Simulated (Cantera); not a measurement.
Charge: 1 mol SiH2Cl2, 0.042 mol C2H2, 57 mol H2, held at 36.0 mbar.

Equilibrium computed with Cantera from the NASA thermochemical tables; the gas is ideal and each condensed phase is pure. Candidate condensed phases: C, C6H6, C7H8, C8H18, Si, SiC; 109 gas species. Mutual solubility and eutectic melting of coexisting phases are not modelled. The tables' values for SiCl, SiCl3 are old estimates; treat these amounts as uncertain. Gases not in the tables: Si2H6 and higher silanes. Kinetics and transport are ignored.

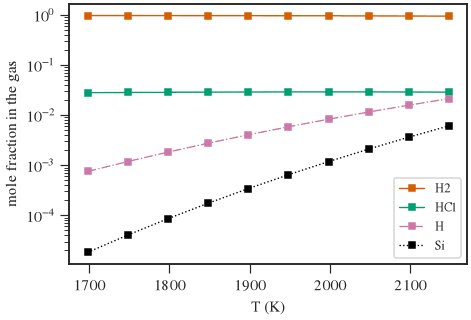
Figure: Equilibrium gas composition (values under 1e-9 drawn at 1e-9)

From 1698 K to 2148 K the condensed part is Si(l) + SiC(s). The main Si-bearing gas is SiCl2 at 1698 K and Si at 2148 K. The share of Si in condensed phases is highest at 1798 K (83.5 %) and lowest at 2148 K (39.8 %).
